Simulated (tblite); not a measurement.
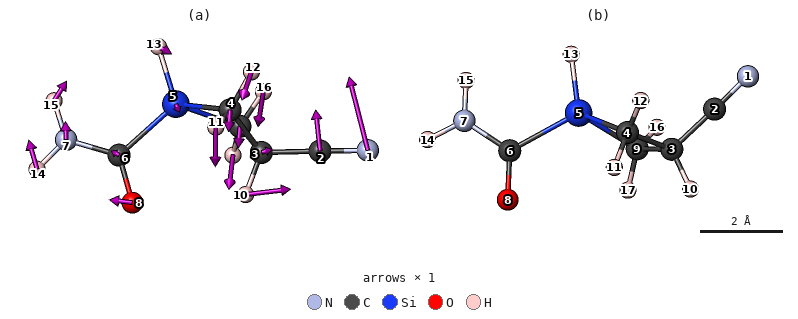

The structure of C5H8N2OSi before (left) and after (right) a relaxation, at one scale. The purple arrows give the displacements, at their true length.

Style: ball-and-stick. Shown face on.

The calculation used GFN2-xTB geometry optimisation, gas phase (tblite). 

> What changed between the two?

N1 moves most after the best rigid fit: 1.90 Å. By element the largest moves are N 1.90 Å, H 1.13 Å, C 1.05 Å, O 0.59 Å, Si 0.24 Å. Some distances before and after: Si5–C6 1.868 → 1.919 Å, C3–C4 1.589 → 1.551 Å, C3–C9 1.579 → 1.550 Å, N1–C2 1.173 → 1.144 Å. Bond angles that change, for instance: Si5–C9–H16 112.0° → 118.2°, C4–C3–C9 94.2° → 100.0°, Si5–C4–H12 113.1° → 118.1°. Groups turn about C3–C9 by about 45°, C3–C4 by about 45°, Si5–C9 by about 35°. Over 108 geometry steps the energy falls by 8.78 kcal/mol.
